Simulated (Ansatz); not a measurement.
# CuF3 (ReO3 type): one cell, many starting occupations (series 2), part 2 of 2

DFT+U has many self-consistent solutions. How far apart do the states of CuF3 (ReO3 type) lie when only the starting occupations change? Cell and atoms stay fixed. The cell was built by placing the elements on the sites of a structure type; the runs don't test whether it is the stable form.

Ansatz 0.2.0; DFT PBE+U (U = 8 eV, J = 0.5 eV on Cu d), plane waves, PAW. Earlier steps stand in the parts before.

## (4) Random orbitals: single harmonics, first filling

input.yaml

```yaml
crystal:
  lattice:
    - [3.76476893, 0.0, 0.0]
    - [0.0, 3.76476893, 0.0]
    - [0.0, 0.0, 3.76476893]
  atoms:
    - { symbol: Cu, position: [0.0, 0.0, 0.0], spin: 2.0 }
    - { symbol: F, position: [0.5, 0.0, 0.0] }
    - { symbol: F, position: [0.0, 0.0, 0.5] }
    - { symbol: F, position: [0.0, 0.5, 0.0] }
basis:
  ecutwfc: 420
  ecutrho_ratio: 4
kpoints:
  mp_grid: { grid: [5, 5, 5] }
hamiltonian:
  xc: pbe
  hubbard:
    sites:
      - { site: 0, l: d, u: 8.0, j: 0.5, starting_ns: [{ spin: up, occupation_matrix: s0up }, { spin: down, occupation_matrix: s0down }] }
    occupation_matrices:
      s0up:
        matrix:
          - [0.97, 0.0, 0.0, 0.0, 0.0]
          - [0.0, 0.97, 0.0, 0.0, 0.0]
          - [0.0, 0.0, 0.97, 0.0, 0.0]
          - [0.0, 0.0, 0.0, 0.97, 0.0]
          - [0.0, 0.0, 0.0, 0.0, 0.97]
      s0down:
        matrix:
          - [0.97, 0.0, 0.0, 0.0, 0.0]
          - [0.0, 0.97, 0.0, 0.0, 0.0]
          - [0.0, 0.0, 0.97, 0.0, 0.0]
          - [0.0, 0.0, 0.0, 0.02, 0.0]
          - [0.0, 0.0, 0.0, 0.0, 0.02]
    ns_hold: { iters: 5 }
scf:
  occupations: { method: gaussian, width: 0.05 }
  lower_state_search: "off"
  max_iter: 150
output:
  forces: true
  stress: true
  eigenvalues: true
  populations: true
  hubbard: { sites: [{ site: 0, l: d }] }
magnetization:
  spin_polarized: true
```

The typed matrices put 0.97 on the chosen orbitals and 0.02 on the others, and are held for 5 cycles.

Run with:

```
$ ansatz run input.yaml --threads 2 --pin off --max-ram 3072MiB --backend cpu --events-out ev --progress --plain --runs-dir out
```

Output (excerpt; [...] marks lines left out):

```text
Warning: crystal.symmetry: narrowed to the stabiliser of the occupation matrices — unitary ops 48 → 16; lowered by the specified shell (site 0, l: d); largest admitted image defect 8.9e-16, smallest excluded 9.5e-1 — at a splitting's scale: the group the occupation matrices' own texture admits
Warning: RAYON_NUM_THREADS=2 ignored (pool sized by the plan → 2); use --threads N
Cu: projections on atomic orbitals take those of the free atom [Ne] 3s2 3p6 3d10 4s1, of charge +0.00 (hamiltonian.pseudopotentials.projection_atoms); the dataset's partial waves leave at most 2.0e-6 of an orbital's norm unspanned inside its sphere
F: projections on atomic orbitals take those of the free atom [He] 2s2 2p5, of charge +0.00 (hamiltonian.pseudopotentials.projection_atoms); the dataset's partial waves leave at most 1.6e-8 of an orbital's norm unspanned inside its sphere
[...]
Pseudopotentials: kind: paw
Pseudopotential: Cu, paw, valence charge 19, recommended cutoff 420 eV (normal), Cu.paw.azcp
Pseudopotential: F, paw, valence charge 7, recommended cutoff 420 eV (normal), F.paw.azcp
Functional definition: PBE
[...]
Crystal: 4 atoms, lattice volume = 53.360 Å³
[...]
WARN: hamiltonian.hubbard: on 1 of 2 specified blocks the occupation matrix of this SCF's result fails the test of the specified filling. At site 0 ↓ (sites count from 0 in the list of atoms of the cell that this SCF solves) the least filled combination of the orbitals specified full has [...]
        0.000000       5.191694       0.000000
        0.000000       0.000000       8.983031
  P = ⅓ Tr σ = 6.4555 GPa (64.555 kbar)
--- Band table (eV; the first three rows and the last of 36) ---
[... band rows left out ...]
[...]
Occupation matrices written to <dir>
--- Löwdin populations: 4 sites ---
  site symbol       q [e]    m [muB]
     0     Cu     17.3047     0.8967
     1      F      7.5253     0.1192
     2      F      7.4754     0.1398
     3      F      7.5253     0.1192
  spilling = 0.004234 (of n_electrons = 40.000000)
--- Occupation matrices: 1 shell (run DFT+U table (all-electron-ortho-atomic); ε = 3.20e-3) ---
  Cu0 d_3D: site group Oh (m-3m)
  Cu0 d_3D up     Tr n = 4.8932  λ = 0.939 0.973 0.993 0.994 0.994  [z2 1.00 (Eg 1.00) Eg(1.00) | x2-y2 1.00 (Eg 1.00) Eg(1.00) | 3× xz 0.33 (T2g 1.00) T2g(1.00)]
  Cu0 d_3D dn     Tr n = 3.9907  λ = 0.260 0.747 0.994 0.994 0.994  [x2-y2 1.00 (Eg 1.00) Eg(1.00) | z2 1.00 (Eg 1.00) Eg(1.00) | 3× xz 0.33 (T2g 1.00) T2g(1.00)]
  specified occupation → Cu0 d_3D up: matrix, ‖Δ‖_F = 0.0511, Tr Δ = -0.0432, displaced = 0.0523, d_λ = 0.0511; orbital distance = 0.0000
  specified occupation → Cu0 d_3D dn: matrix, ‖Δ‖_F = 1.0282, Tr Δ = -1.0407, displaced = 0.7430, d_λ = 0.7672; orbital distance = 1.4142
  Tr n, λ and their labels are of the run-group-symmetrised matrices; stabiliser: 16 of 96 elements of G0×{1,Θ} (closed), max defect 2.3e-15 at τ = 6.8e-4
```

It took 1.6 s on 2 threads of AMD EPYC 9R45 (Zen 5), shared host; peak memory 0.4 GiB.

Result: no gap, pressure 6.5 GPa, moments in spheres Cu 0.94; F 0.09, 0.12 μB, largest force component 0.00 eV/Å, 16 symmetry operations imposed. The program reports that the typed filling wasn't kept.

The shells' filling, with natural orbitals sorted by occupation:

| shell | channel | electrons | over 0.8 | 0.2 to 0.8 | under 0.2 |
| --- | --- | --- | --- | --- | --- |
| Cu 3d (atom 1) | up | 4.89 | 5 | 0 | 0 |
| Cu 3d (atom 1) | down | 3.99 | 3 | 2 | 0 |

## (5) Random orbitals: fully mixed, one electron fewer

Changes to input.yaml since step 4:

```diff
@@ -6,3 +6,3 @@
   atoms:
-    - { symbol: Cu, position: [0.0, 0.0, 0.0], spin: 2.0 }
+    - { symbol: Cu, position: [0.0, 0.0, 0.0], spin: 3.0 }
     - { symbol: F, position: [0.5, 0.0, 0.0] }
@@ -30,8 +30,8 @@
         matrix:
-          - [0.97, 0.0, 0.0, 0.0, 0.0]
-          - [0.0, 0.97, 0.0, 0.0, 0.0]
-          - [0.0, 0.0, 0.97, 0.0, 0.0]
-          - [0.0, 0.0, 0.0, 0.02, 0.0]
-          - [0.0, 0.0, 0.0, 0.0, 0.02]
-    ns_hold: { iters: 5 }
+          - [0.26328, -0.05142, -0.16638, 0.37025, -0.06721]
+          - [-0.05142, 0.12352, 0.23651, -0.00839, -0.17022]
+          - [-0.16638, 0.23651, 0.57133, -0.10139, -0.35482]
+          - [0.37025, -0.00839, -0.10139, 0.63618, -0.24136]
+          - [-0.06721, -0.17022, -0.35482, -0.24136, 0.40569]
+    ns_hold: until_converged
 scf:
```

The typed matrices put 0.97 on the chosen orbitals and 0.02 on the others, and are held until the SCF converges, then released.

Run with:

```
$ ansatz run input.yaml --threads 2 --pin off --max-ram 3072MiB --backend cpu --events-out ev --progress --plain --runs-dir out
```

Output (excerpt; [...] marks lines left out):

```text
Warning: crystal.symmetry: narrowed to the stabiliser of the occupation matrices — unitary ops 48 → 2; lowered by the specified shell (site 0, l: d); largest admitted image defect 4.4e-16, smallest excluded 4.1e-1 — at a splitting's scale: the group the occupation matrices' own texture admits
Warning: RAYON_NUM_THREADS=2 ignored (pool sized by the plan → 2); use --threads N
Cu: projections on atomic orbitals take those of the free atom [Ne] 3s2 3p6 3d10 4s1, of charge +0.00 (hamiltonian.pseudopotentials.projection_atoms); the dataset's partial waves leave at most 2.0e-6 of an orbital's norm unspanned inside its sphere
F: projections on atomic orbitals take those of the free atom [He] 2s2 2p5, of charge +0.00 (hamiltonian.pseudopotentials.projection_atoms); the dataset's partial waves leave at most 1.6e-8 of an orbital's norm unspanned inside its sphere
[...]
[... 4 set-up lines as earlier in the session ...]
[...]
Crystal: 4 atoms, lattice volume = 53.360 Å³
[...]
WARN: hamiltonian.hubbard: on 1 of 2 specified blocks the occupation matrix of this SCF's result fails the test of the specified filling. At site 0 ↓ (sites count from 0 in the list of atoms of the cell that this SCF solves) the least filled combination of the orbitals specified full has [...]
       -0.000083       7.970005      -0.000247
       -0.000037       0.000030       3.143035
  P = ⅓ Tr σ = 6.3609 GPa (63.609 kbar)
--- Band table (eV; the first three rows and the last of 126) ---
[... band rows left out ...]
[...]
Occupation matrices written to <dir>
--- Löwdin populations: 4 sites ---
  site symbol       q [e]    m [muB]
     0     Cu     17.3214     0.8532
     1      F      7.4916     0.1125
     2      F      7.5284     0.0839
     3      F      7.4916     0.1125
  spilling = 0.004174 (of n_electrons = 40.000000)
--- Occupation matrices: 1 shell (run DFT+U table (all-electron-ortho-atomic); ε = 7.14e-3) ---
  Cu0 d_3D: site group Oh (m-3m)
  Cu0 d_3D up     Tr n = 4.8797  λ = 0.935 0.964 0.994 0.994 0.994  [x2-y2 1.00 (Eg 1.00) Eg(1.00) | z2 1.00 (Eg 1.00) Eg(1.00) | 3× xz 0.33 (T2g 1.00) T2g(1.00)]
  Cu0 d_3D dn     Tr n = 4.0214  λ = 0.262 0.776 0.994 0.994 0.995  [z2 1.00 (Eg 1.00) Eg(1.00) | x2-y2 1.00 (Eg 1.00) Eg(1.00) | 3× xz 0.33 (T2g 1.00) T2g(1.00)]
  specified occupation → Cu0 d_3D up: matrix, ‖Δ‖_F = 0.0545, Tr Δ = -0.0297, displaced = 0.0562, d_λ = 0.0545; orbital distance = 0.0000
  specified occupation → Cu0 d_3D dn: matrix, ‖Δ‖_F = 1.4853, Tr Δ = -2.0214, displaced = 1.3863, d_λ = 1.2573; orbital distance = 1.3685
  Tr n, λ and their labels are of the run-group-symmetrised matrices; stabiliser: 16 of 96 elements of G0×{1,Θ} (closed), max defect 4.7e-4 at τ = 1.5e-3
```

It took 9.7 s on 2 threads of AMD EPYC 9R45 (Zen 5), shared host; peak memory 0.52 GiB.

It ends with no gap, pressure 6.4 GPa, moments in spheres Cu 0.89; F 0.09, 0.06 μB, largest force component 0.00 eV/Å, 2 symmetry operations imposed. The program reports that the typed filling wasn't kept.

The shells' filling, with natural orbitals sorted by occupation:

| shell | channel | electrons | over 0.8 | 0.2 to 0.8 | under 0.2 |
| --- | --- | --- | --- | --- | --- |
| Cu 3d (atom 1) | up | 4.88 | 5 | 0 | 0 |
| Cu 3d (atom 1) | down | 4.02 | 3 | 2 | 0 |

## (6) Random orbitals: drawn by pairs, first filling

Changes to input.yaml since step 5:

```diff
@@ -6,3 +6,3 @@
   atoms:
-    - { symbol: Cu, position: [0.0, 0.0, 0.0], spin: 3.0 }
+    - { symbol: Cu, position: [0.0, 0.0, 0.0], spin: 2.0 }
     - { symbol: F, position: [0.5, 0.0, 0.0] }
@@ -30,7 +30,7 @@
         matrix:
-          - [0.26328, -0.05142, -0.16638, 0.37025, -0.06721]
-          - [-0.05142, 0.12352, 0.23651, -0.00839, -0.17022]
-          - [-0.16638, 0.23651, 0.57133, -0.10139, -0.35482]
-          - [0.37025, -0.00839, -0.10139, 0.63618, -0.24136]
-          - [-0.06721, -0.17022, -0.35482, -0.24136, 0.40569]
+          - [0.25587, -0.41042, 0.0, 0.0, 0.0]
+          - [-0.41042, 0.73413, 0.0, 0.0, 0.0]
+          - [0.0, 0.0, 0.73413, -0.41042, 0.0]
+          - [0.0, 0.0, -0.41042, 0.25587, 0.0]
+          - [0.0, 0.0, 0.0, 0.0, 0.97]
     ns_hold: until_converged
```

The typed matrices put 0.97 on the chosen orbitals and 0.02 on the others, and are held until the SCF converges, then released.

Run with:

```
$ ansatz run input.yaml --threads 2 --pin off --max-ram 3072MiB --backend cpu --events-out ev --progress --plain --runs-dir out
```

Output (excerpt; [...] marks lines left out):

```text
Warning: crystal.symmetry: narrowed to the stabiliser of the occupation matrices — unitary ops 48 → 2; lowered by the specified shell (site 0, l: d); largest admitted image defect 4.4e-16, smallest excluded 4.1e-1 — at a splitting's scale: the group the occupation matrices' own texture admits
Warning: RAYON_NUM_THREADS=2 ignored (pool sized by the plan → 2); use --threads N
Cu: projections on atomic orbitals take those of the free atom [Ne] 3s2 3p6 3d10 4s1, of charge +0.00 (hamiltonian.pseudopotentials.projection_atoms); the dataset's partial waves leave at most 2.0e-6 of an orbital's norm unspanned inside its sphere
F: projections on atomic orbitals take those of the free atom [He] 2s2 2p5, of charge +0.00 (hamiltonian.pseudopotentials.projection_atoms); the dataset's partial waves leave at most 1.6e-8 of an orbital's norm unspanned inside its sphere
[...]
[... 4 set-up lines as earlier in the session ...]
[...]
Crystal: 4 atoms, lattice volume = 53.360 Å³
[...]
WARN: hamiltonian.hubbard: on 1 of 2 specified blocks the occupation matrix of this SCF's result fails the test of the specified filling. At site 0 ↓ (sites count from 0 in the list of atoms of the cell that this SCF solves) the least filled combination of the orbitals specified full has [...]
        0.000003       3.144098       0.000020
        0.000090      -0.000104       7.969352
  P = ⅓ Tr σ = 6.3612 GPa (63.612 kbar)
--- Band table (eV; the first three rows and the last of 126) ---
[... band rows left out ...]
[...]
Occupation matrices written to <dir>
--- Löwdin populations: 4 sites ---
  site symbol       q [e]    m [muB]
     0     Cu     17.3215     0.8532
     1      F      7.4916     0.1125
     2      F      7.4916     0.1125
     3      F      7.5283     0.0839
  spilling = 0.004174 (of n_electrons = 40.000000)
--- Occupation matrices: 1 shell (run DFT+U table (all-electron-ortho-atomic); ε = 6.57e-3) ---
  Cu0 d_3D: site group Oh (m-3m)
  Cu0 d_3D up     Tr n = 4.8797  λ = 0.935 0.964 0.994 0.994 0.994  [z2 0.75 (Eg 1.00) Eg(1.00) | x2-y2 0.75 (Eg 1.00) Eg(1.00) | 3× xz 0.33 (T2g 1.00) T2g(1.00)]
  Cu0 d_3D dn     Tr n = 4.0214  λ = 0.262 0.776 0.994 0.994 0.995  [x2-y2 0.75 (Eg 1.00) Eg(1.00) | z2 0.75 (Eg 1.00) Eg(1.00) | 3× xz 0.33 (T2g 1.00) T2g(1.00)]
  specified occupation → Cu0 d_3D up: matrix, ‖Δ‖_F = 0.0545, Tr Δ = -0.0297, displaced = 0.0562, d_λ = 0.0545; orbital distance = 0.0000
  specified occupation → Cu0 d_3D dn: matrix, ‖Δ‖_F = 1.0397, Tr Δ = -1.0714, displaced = 0.8724, d_λ = 0.7952; orbital distance = 0.9967
  Tr n, λ and their labels are of the run-group-symmetrised matrices; stabiliser: 16 of 96 elements of G0×{1,Θ} (closed), max defect 2.8e-4 at τ = 1.4e-3
```

Wall time 9.9 s (2 threads of AMD EPYC 9R45 (Zen 5), shared host); peak memory 0.53 GiB.

Result: no gap, pressure 6.4 GPa, moments in spheres Cu 0.89; F 0.09, 0.06 μB, largest force component 0.00 eV/Å, 2 symmetry operations imposed. The program reports that the typed filling wasn't kept.

The shells' filling, with natural orbitals sorted by occupation:

| shell | channel | electrons | over 0.8 | 0.2 to 0.8 | under 0.2 |
| --- | --- | --- | --- | --- | --- |
| Cu 3d (atom 1) | up | 4.88 | 5 | 0 | 0 |
| Cu 3d (atom 1) | down | 4.02 | 3 | 2 | 0 |

## (7) All runs side by side

The summary covers parts 1 to 2.

Energies count from the lowest free state and have the smearing extrapolated to zero.

| start | energy (meV/atom) | gap (eV) | pressure (GPa) | largest moment (μB) | SCF cycles | time |
| --- | --- | --- | --- | --- | --- | --- |
| random orbitals: fully mixed, first filling | 0.0 | metal | 6.4 | 0.89 | 43 | 6.7 s |
| from atoms, default search (earlier series) | 0.0 | metal | 6.4 | 0.89 | 36 | 4.5 s |
| random orbitals: single harmonics, second filling | 0.0 | metal | 6.4 | 0.89 | 61 | 9.7 s |
| random orbitals: fully mixed, one electron fewer | 0.0 | metal | 6.4 | 0.89 | 54 | 9.7 s |
| random orbitals: drawn by pairs, first filling | 0.0 | metal | 6.4 | 0.89 | 55 | 9.9 s |
| random orbitals: single harmonics, first filling | 7.4 | metal | 6.5 | 0.94 | 27 | 1.6 s |

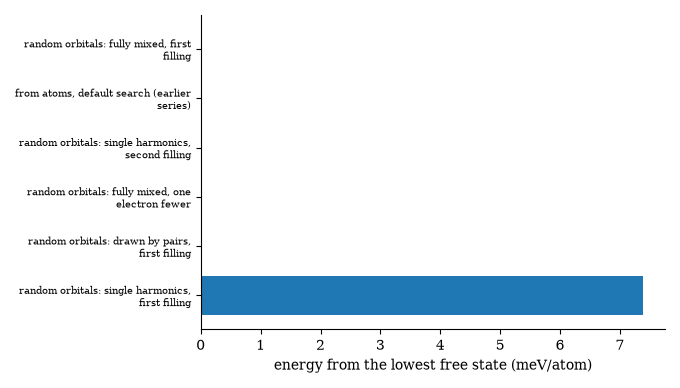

Energy of each end state.

The 6 free runs end at 2 energies more than 1 meV/atom apart (states closer than that can still differ), spread over 7 meV/atom; the lowest came from «random orbitals: fully mixed, first filling» and 4 more starts. The run with the program's default settings reaches the lowest one found. The lowest state found need not be the ground state, and the geometry wasn't relaxed for any of them.
